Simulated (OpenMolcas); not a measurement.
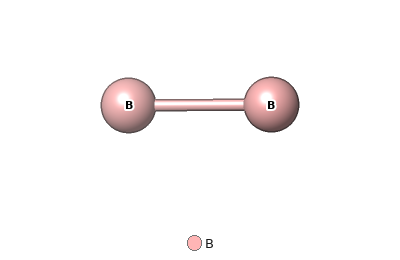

Figure 1. The molecule at the reference distance of 1.522 Å.

# Run report: B₂, relativistic diatomic calculation (part 1 of 2)

System: B₂.
Method: SA-CASSCF(6,8)/XMS-CASPT2 + RASSI spin-orbit (X2C scalar, AMFI), ANO-RCC-VTZP (OpenMolcas).

Input:
```
&GATEWAY
Coord
2
angstrom
B 0.0 0.0 0.0
B 0.0 0.0 1.5220
Basis=ANO-RCC-VTZP
Group=XY
RX2C
AMFI
ANGMom
0.0 0.0 0.0
RICD
&SEWARD
&GUESSORB
&RASSCF
FileOrb=$CurrDir/o31.orb
Symmetry=1
Spin=3
nActEl=6 0 0
Inactive=2 0
RAS2=4 4
CIRoot=5 5 1
Linear
Iterations=120 100
OrbListing=Nothing
PRWF=0.15
>>COPY $Project.RasOrb $CurrDir/o31.orb
>>COPY $Project.rasscf.h5 $CurrDir/r31.h5
&CASPT2
XMultistate=all
Imaginary=0.2
IPEA=0.25
MaxIter=40
>>COPY $Project.JobMix JOB001
&RASSCF
FileOrb=$CurrDir/o51.orb
Symmetry=1
Spin=5
nActEl=6 0 0
Inactive=2 0
RAS2=4 4
CIRoot=4 4 1
Linear
Iterations=120 100
OrbListing=Nothing
PRWF=0.15
>>COPY $Project.RasOrb $CurrDir/o51.orb
>>COPY $Project.rasscf.h5 $CurrDir/r51.h5
&CASPT2
XMultistate=all
Imaginary=0.2
IPEA=0.25
MaxIter=40
>>COPY $Project.JobMix JOB002
&RASSCF
FileOrb=$CurrDir/o11.orb
Symmetry=1
Spin=1
nActEl=6 0 0
Inactive=2 0
RAS2=4 4
CIRoot=5 5 1
Linear
Iterations=120 100
OrbListing=Nothing
PRWF=0.15
>>COPY $Project.RasOrb $CurrDir/o11.orb
>>COPY $Project.rasscf.h5 $CurrDir/r11.h5
&CASPT2
XMultistate=all
Imaginary=0.2
IPEA=0.25
MaxIter=40
>>COPY $Project.JobMix JOB003
&RASSCF
FileOrb=$CurrDir/o32.orb
Symmetry=2
Spin=3
nActEl=6 0 0
Inactive=2 0
RAS2=4 4
CIRoot=6 6 1
Linear
Iterations=120 100
OrbListing=Nothing
PRWF=0.15
>>COPY $Project.RasOrb $CurrDir/o32.orb
>>COPY $Project.rasscf.h5 $CurrDir/r32.h5
&CASPT2
XMultistate=all
Imaginary=0.2
IPEA=0.25
MaxIter=40
>>COPY $Project.JobMix JOB004
&RASSCF
FileOrb=$CurrDir/o12.orb
Symmetry=2
Spin=1
nActEl=6 0 0
Inactive=2 0
RAS2=4 4
CIRoot=4 4 1
Linear
Iterations=120 100
OrbListing=Nothing
PRWF=0.15
>>COPY $Project.RasOrb $CurrDir/o12.orb
>>COPY $Project.rasscf.h5 $CurrDir/r12.h5
&CASPT2
XMultistate=all
Imaginary=0.2
IPEA=0.25
MaxIter=40
>>COPY $Project.JobMix JOB005
&RASSI
Nr of JobIphs=5 5 4 5 6 4
1 2 3 4 5
1 2 3 4
1 2 3 4 5
1 2 3 4 5 6
1 2 3 4
SpinOrbit
EJob
Omega
MEES
MESO
Properties=4
'AngMom' 3 'Mltpl  1' 1 'Mltpl  1' 2 'Mltpl  1' 3
Thrs=1.0d-4
>>COPY $Project.rassi.h5 $CurrDir/so.h5
```

The first orbital files come from an earlier step.

Launched with:
```bash
pymolcas m.inp (one call a module block, same work directory)
```

Output (extracts):
```
++    Wave function specifications:
      Number of closed shell electrons           4
      Number of electrons in active shells       6
      Number of inactive orbitals                2
      Number of active orbitals                  8
      Number of secondary orbitals              50
      Spin quantum number                      1.0
      State symmetry                             1
++    Orbital specifications:
      Symmetry species                           1   2
                                                 a   b
      Frozen orbitals                            0   0
      Inactive orbitals                          2   0
      Active orbitals                            4   4
      RAS2 orbitals                              4   4
      Secondary orbitals                        26  24
      Number of basis functions                 32  28
      printout of CI-coefficients larger than  0.15 for root  1
      energy=     -49.227780
      conf/sym  1111 2222     Coeff  Weight
           108  0202 00uu  -0.38882 0.15118
           126  0022 00uu   0.87079 0.75828
      printout of CI-coefficients larger than  0.15 for root  2
      energy=     -49.169113
      conf/sym  1111 2222     Coeff  Weight
           359  0uu2 0020  -0.67178 0.45129
           366  0uu2 0002   0.67178 0.45129
      printout of CI-coefficients larger than  0.15 for root  3
      energy=     -49.169113
      conf/sym  1111 2222     Coeff  Weight
           362  0uu2 00du  -0.54851 0.30086
           365  0uu2 00ud  -0.77570 0.60172
      printout of CI-coefficients larger than  0.15 for root  4
      energy=     -49.158731
      conf/sym  1111 2222     Coeff  Weight
           120  0ud2 00uu   0.19355 0.03746
           362  0uu2 00du  -0.76037 0.57817
           365  0uu2 00ud   0.53766 0.28908
      printout of CI-coefficients larger than  0.15 for root  5
      energy=     -49.156283
      conf/sym  1111 2222     Coeff  Weight
           359  0uu2 0020  -0.66147 0.43754
           366  0uu2 0002  -0.66147 0.43754
      Natural orbitals and occupation numbers for root  1
      sym 1:   0.015261   0.368270   1.605245   1.966632
      sym 2:   0.050723   0.050723   0.971573   0.971573
      Natural orbitals and occupation numbers for root  2
      sym 1:   0.014244   0.981228   1.016091   1.968190
      sym 2:   0.062446   0.062446   0.947678   0.947678
      Natural orbitals and occupation numbers for root  3
      sym 1:   0.014243   0.981227   1.016091   1.968190
      sym 2:   0.062446   0.062446   0.947678   0.947678
      Natural orbitals and occupation numbers for root  4
      sym 1:   0.019683   0.956074   1.038736   1.962743
      sym 2:   0.048275   0.048275   0.963107   0.963107
      Natural orbitals and occupation numbers for root  5
      sym 1:   0.015611   0.977442   1.020940   1.943442
      sym 2:   0.071789   0.071788   0.949494   0.949495
      RASSCF energy for state  5                    -49.15628299
::    RASSCF root number  1 Total energy:    -49.22778005
::    RASSCF root number  2 Total energy:    -49.16911294
::    RASSCF root number  3 Total energy:    -49.16911294
::    RASSCF root number  4 Total energy:    -49.15873079
::    RASSCF root number  5 Total energy:    -49.15628299
      Von Neumann Entropy (Root   1) =  2.06253
++    Wave function specifications:
      Number of closed shell electrons           0
      Number of electrons in active shells       6
      Number of inactive orbitals                0
      Number of active orbitals                  8
      Number of secondary orbitals              50
      Spin quantum number                      1.0
      State symmetry                             1
      Number of CSFs                           744
      Number of CASSCF root(s) available         5
      CASPT2 state passed to geometry opt.       5
      A file JOBMIX will be created
      This is a MULTI-STATE CASSCF reference
      Number of CI roots used                    5
      These are:                                 1   2   3   4   5
      Off-diagonal elements of Heff are computed
  FINAL CASPT2 RESULT:
      Reference energy:         -49.2277800518
      E2 (Non-variational):      -0.0709392688
      Shift correction:          -0.0010494672
      E2 (Variational):          -0.0719887361
      Total energy:             -49.2997687878
      Reference weight:           0.96420
  FINAL CASPT2 RESULT:
      Reference energy:         -49.1691129403
      E2 (Non-variational):      -0.0733043444
      Shift correction:          -0.0010141504
      E2 (Variational):          -0.0743184949
      Total energy:             -49.2434314351
      Reference weight:           0.96372
  FINAL CASPT2 RESULT:
      Reference energy:         -49.1691129403
      E2 (Non-variational):      -0.0731021017
      Shift correction:          -0.0010000270
      E2 (Variational):          -0.0741021286
      Total energy:             -49.2432150689
      Reference weight:           0.96399
  FINAL CASPT2 RESULT:
      Reference energy:         -49.1587307945
      E2 (Non-variational):      -0.0752274483
      Shift correction:          -0.0010633482
      E2 (Variational):          -0.0762907965
      Total energy:             -49.2350215910
      Reference weight:           0.96286
  FINAL CASPT2 RESULT:
      Reference energy:         -49.1562829860
      E2 (Non-variational):      -0.0693252766
      Shift correction:          -0.0009621643
      E2 (Variational):          -0.0702874409
      Total energy:             -49.2265704269
      Reference weight:           0.96625
       Total XMS-CASPT2 energies:
::    XMS-CASPT2 Root  1     Total energy:    -49.29976879
::    XMS-CASPT2 Root  2     Total energy:    -49.24343144
::    XMS-CASPT2 Root  3     Total energy:    -49.24321507
::    XMS-CASPT2 Root  4     Total energy:    -49.23502159
::    XMS-CASPT2 Root  5     Total energy:    -49.22657043
++    Wave function specifications:
      Number of closed shell electrons           4
      Number of electrons in active shells       6
      Number of inactive orbitals                2
      Number of active orbitals                  8
      Number of secondary orbitals              50
      Spin quantum number                      2.0
      State symmetry                             1
      printout of CI-coefficients larger than  0.15 for root  1
      energy=     -49.227535
      conf/sym  1111 2222     Coeff  Weight
            90  0uu2 00uu   0.97175 0.94430
      printout of CI-coefficients larger than  0.15 for root  2
      energy=     -49.064667
      conf/sym  1111 2222     Coeff  Weight
            86  0uu2 u0u0   0.69841 0.48777
            89  0uu2 0u0u  -0.69841 0.48777
      printout of CI-coefficients larger than  0.15 for root  3
      energy=     -49.064667
      conf/sym  1111 2222     Coeff  Weight
            87  0uu2 0uu0  -0.69841 0.48777
            88  0uu2 u00u  -0.69841 0.48777
      printout of CI-coefficients larger than  0.15 for root  4
      energy=     -49.059829
      conf/sym  1111 2222     Coeff  Weight
            86  0uu2 u0u0  -0.69892 0.48849
            89  0uu2 0u0u  -0.69892 0.48849
      Natural orbitals and occupation numbers for root  1
      sym 1:   0.013657   0.994749   1.001096   1.959340
      sym 2:   0.032851   0.032851   0.982728   0.982728
      Natural orbitals and occupation numbers for root  2
      sym 1:   0.009611   0.996842   0.995648   1.968968
      sym 2:   0.503021   0.503021   0.511444   0.511444
      Natural orbitals and occupation numbers for root  3
      sym 1:   0.009611   0.996842   0.995648   1.968968
      sym 2:   0.503021   0.503022   0.511444   0.511444
      Natural orbitals and occupation numbers for root  4
      sym 1:   0.009738   0.996603   0.994754   1.967128
      sym 2:   0.503370   0.503369   0.512520   0.512519
      RASSCF energy for state  4                    -49.05982877
::    RASSCF root number  1 Total energy:    -49.22753468
::    RASSCF root number  2 Total energy:    -49.06466738
::    RASSCF root number  3 Total energy:    -49.06466738
::    RASSCF root number  4 Total energy:    -49.05982877
      Von Neumann Entropy (Root   1) =  2.28123
++    Wave function specifications:
      Number of closed shell electrons           0
      Number of electrons in active shells       6
      Number of inactive orbitals                0
      Number of active orbitals                  8
      Number of secondary orbitals              50
      Spin quantum number                      2.0
      State symmetry                             1
      Number of CSFs                           212
      Number of CASSCF root(s) available         4
      CASPT2 state passed to geometry opt.       4
      A file JOBMIX will be created
      This is a MULTI-STATE CASSCF reference
      Number of CI roots used                    4
      These are:                                 1   2   3   4
      Off-diagonal elements of Heff are computed
  FINAL CASPT2 RESULT:
      Reference energy:         -49.2275346796
      E2 (Non-variational):      -0.0680446462
      Shift correction:          -0.0009874074
      E2 (Variational):          -0.0690320536
      Total energy:             -49.2965667333
      Reference weight:           0.96621
  FINAL CASPT2 RESULT:
      Reference energy:         -49.0646673756
      E2 (Non-variational):      -0.0634754202
      Shift correction:          -0.0007523566
      E2 (Variational):          -0.0642277768
      Total energy:             -49.1288951524
      Reference weight:           0.97051
  FINAL CASPT2 RESULT:
      Reference energy:         -49.0646673756
      E2 (Non-variational):      -0.0633472076
      Shift correction:          -0.0007520166
      E2 (Variational):          -0.0640992242
      Total energy:             -49.1287665998
      Reference weight:           0.97056
  FINAL CASPT2 RESULT:
      Reference energy:         -49.0598287722
      E2 (Non-variational):      -0.0630307058
      Shift correction:          -0.0007231078
      E2 (Variational):          -0.0637538136
      Total energy:             -49.1235825858
      Reference weight:           0.97100
       Total XMS-CASPT2 energies:
::    XMS-CASPT2 Root  1     Total energy:    -49.29656673
::    XMS-CASPT2 Root  2     Total energy:    -49.12889515
::    XMS-CASPT2 Root  3     Total energy:    -49.12876660
::    XMS-CASPT2 Root  4     Total energy:    -49.12358259
++    Wave function specifications:
      Number of closed shell electrons           4
      Number of electrons in active shells       6
      Number of inactive orbitals                2
      Number of active orbitals                  8
      Number of secondary orbitals              50
      Spin quantum number                      0.0
      State symmetry                             1
      printout of CI-coefficients larger than  0.15 for root  1
      energy=     -49.198944
      conf/sym  1111 2222     Coeff  Weight
           176  0202 0020   0.21833 0.04767
           179  0202 00ud   0.22722 0.05163
           180  0202 0002  -0.21833 0.04767
           206  0022 0020  -0.49135 0.24142
           209  0022 00ud  -0.51135 0.26148
           210  0022 0002   0.49135 0.24142
      printout of CI-coefficients larger than  0.15 for root  2
      energy=     -49.198944
      conf/sym  1111 2222     Coeff  Weight
           176  0202 0020  -0.16067 0.02581
           179  0202 00ud   0.30877 0.09534
           180  0202 0002   0.16067 0.02581
           206  0022 0020   0.36158 0.13074
           209  0022 00ud  -0.69487 0.48284
           210  0022 0002  -0.36158 0.13074
      printout of CI-coefficients larger than  0.15 for root  3
      energy=     -49.188679
      conf/sym  1111 2222     Coeff  Weight
           176  0202 0020   0.25320 0.06411
           180  0202 0002   0.25319 0.06411
           206  0022 0020  -0.59897 0.35876
           210  0022 0002  -0.59897 0.35876
      printout of CI-coefficients larger than  0.15 for root  4
      energy=     -49.128429
      conf/sym  1111 2222     Coeff  Weight
           175  0202 0ud0   0.17894 0.03202
           177  0202 u00d  -0.17894 0.03202
           205  0022 0ud0  -0.28185 0.07944
           207  0022 u00d   0.28185 0.07944
           300  0uu2 00dd   0.81768 0.66860
      printout of CI-coefficients larger than  0.15 for root  5
      energy=     -49.121916
      conf/sym  1111 2222     Coeff  Weight
            10  0222 0000   0.89464 0.80039
           176  0202 0020  -0.20647 0.04263
           180  0202 0002  -0.20647 0.04263
      Natural orbitals and occupation numbers for root  1
      sym 1:   0.011265   0.373716   1.601486   1.969903
      sym 2:   0.070691   0.070691   0.951124   0.951124
      Natural orbitals and occupation numbers for root  2
      sym 1:   0.011265   0.373716   1.601486   1.969903
      sym 2:   0.070691   0.070691   0.951123   0.951124
      Natural orbitals and occupation numbers for root  3
      sym 1:   0.011242   0.355857   1.583475   1.945874
      sym 2:   0.076053   0.076053   0.975723   0.975724
      Natural orbitals and occupation numbers for root  4
      sym 1:   0.012494   0.870165   1.124213   1.978258
      sym 2:   0.174399   0.174399   0.833037   0.833037
      Natural orbitals and occupation numbers for root  5
      sym 1:   0.009205   1.882027   1.729763   1.975657
      sym 2:   0.059771   0.059771   0.141902   0.141903
      RASSCF energy for state  5                    -49.12191561
::    RASSCF root number  1 Total energy:    -49.19894355
::    RASSCF root number  2 Total energy:    -49.19894355
::    RASSCF root number  3 Total energy:    -49.18867882
::    RASSCF root number  4 Total energy:    -49.12842901
::    RASSCF root number  5 Total energy:    -49.12191561
      Von Neumann Entropy (Root   1) =  2.13332
++    Wave function specifications:
      Number of closed shell electrons           0
      Number of electrons in active shells       6
      Number of inactive orbitals                0
      Number of active orbitals                  8
      Number of secondary orbitals              50
      Spin quantum number                      0.0
      State symmetry                             1
      Number of CSFs                           600
      Number of CASSCF root(s) available         5
      CASPT2 state passed to geometry opt.       5
      A file JOBMIX will be created
      This is a MULTI-STATE CASSCF reference
      Number of CI roots used                    5
      These are:                                 1   2   3   4   5
      Off-diagonal elements of Heff are computed
  FINAL CASPT2 RESULT:
      Reference energy:         -49.1989435474
      E2 (Non-variational):      -0.0776306136
      Shift correction:          -0.0011923864
      E2 (Variational):          -0.0788230000
      Total energy:             -49.2777665474
      Reference weight:           0.95994
  FINAL CASPT2 RESULT:
      Reference energy:         -49.1989435474
      E2 (Non-variational):      -0.0775911690
      Shift correction:          -0.0011909515
      E2 (Variational):          -0.0787821205
      Total energy:             -49.2777256679
      Reference weight:           0.95998
  FINAL CASPT2 RESULT:
      Reference energy:         -49.1886788171
      E2 (Non-variational):      -0.0734357462
      Shift correction:          -0.0012004697
      E2 (Variational):          -0.0746362158
      Total energy:             -49.2633150329
      Reference weight:           0.96276
  FINAL CASPT2 RESULT:
      Reference energy:         -49.1284290118
      E2 (Non-variational):      -0.0806150848
      Shift correction:          -0.0016712300
      E2 (Variational):          -0.0822863148
      Total energy:             -49.2107153266
      Reference weight:           0.95590
  FINAL CASPT2 RESULT:
      Reference energy:         -49.1219156051
      E2 (Non-variational):      -0.0893052977
      Shift correction:         SPIN-FREE ENERGIES:
  (Shifted by EMIN (a.u.) =        -49.2997687878)
 SF State       Relative EMIN(au)   Rel lowest level(eV)    D:o, cm**(-1)      Abs_M
     1             0.0000000000        0.0000000000              0.0000         0.0
     6             0.0032020546        0.0871323435            702.7697         0.0
    10             0.0219969986        0.5985688262           4827.7832         2.0
    11             0.0220483616        0.5999664839           4839.0560         2.0
    15             0.0333553158        0.9076443821           7320.6456         1.0
    16             0.0333553158        0.9076443821           7320.6456         1.0
    12             0.0362349902        0.9860043134           7952.6611         0.0
     2             0.0563373525        1.5330174602          12364.6197         2.0
     3             0.0565537189        1.5389050892          12412.1066         2.0
    21             0.0596878758        1.6241898413          13099.9745         1.0
    22             0.0596878758        1.6241898413          13099.9745         1.0
     4             0.0647471969        1.7618609834          14210.3672         0.0
    17             0.0688759563        1.8742102491          15116.5251         1.0
    18             0.0688759563        1.8742102491          15116.5251         1.0
     5             0.0731983610        1.9918288733          16065.1833         0.0
    13             0.0865489265        2.3551162685          18995.2937         0.0
    14             0.0890534612        2.4232681300          19544.9756         0.0
    23             0.1074464402        2.9237665863          23581.7679         1.0
    24             0.1074464402        2.9237665863          23581.7679         1.0
    20             0.1099127767        2.9908790209          24123.0662         1.0
    19             0.1099127767        2.9908790209          24123.0662         1.0
     7             0.1708736354        4.6497084925          37502.4281         2.0
     8             0.1710021880        4.6532065877          37530.6422         2.0
     9             0.1761862020        4.7942707939          38668.4017         0.0
```

(Continued in part 2.) Outcome of the run: converged; components of a degenerate state are split by 47 cm⁻¹.
